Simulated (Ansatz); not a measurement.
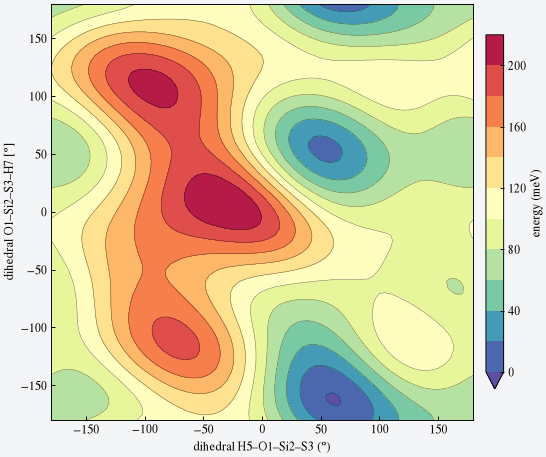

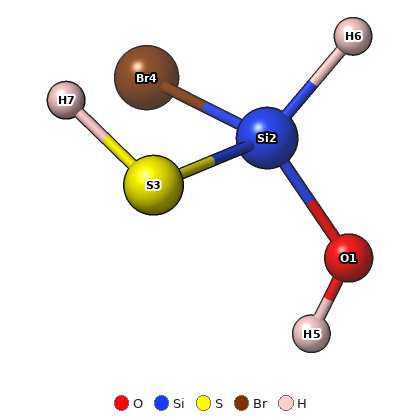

Energy landscape of BrH3OSSi, SMILES O[SiH](S)Br. 
- The first coordinate is: dihedral H5–O1–Si2–S3; the second: dihedral O1–Si2–S3–H7.
- Nothing is relaxed (all other coordinates rigid).
- The grid has 15 × 15 points.
- Points are written as (first, second).
- Energies are in meV, from the lowest grid point.
- The calculation used RHF/def2-TZVP in Ansatz.

In the figure: filled contours. Between grid points the surface is interpolated. The second picture is the structure at the lowest point.

**What does the map say about the system?**

The lowest grid point is at (60°, −156°). There are further wells near (60°, 60°) (18 meV above the lowest at that grid point); (−180°, 60°) (62 meV above the lowest at that grid point); (−156°, −156°) (69 meV above the lowest at that grid point). The highest grid point, (−36°, 12°), lies 216 meV above the lowest. On the interpolated surface the easiest way out of the lowest well to the well at about (−170°, −165°) passes a barrier of about 68 meV. Round the minimum the valley is somewhat tilted: raising dihedral H5–O1–Si2–S3 shifts the best value of dihedral O1–Si2–S3–H7 downwards (coupling k₁₂/√(k₁₁k₂₂) about 0.4).

Time for the 225 points that were run: 50 min on 1 thread of Arm Neoverse N1, on a shared host.
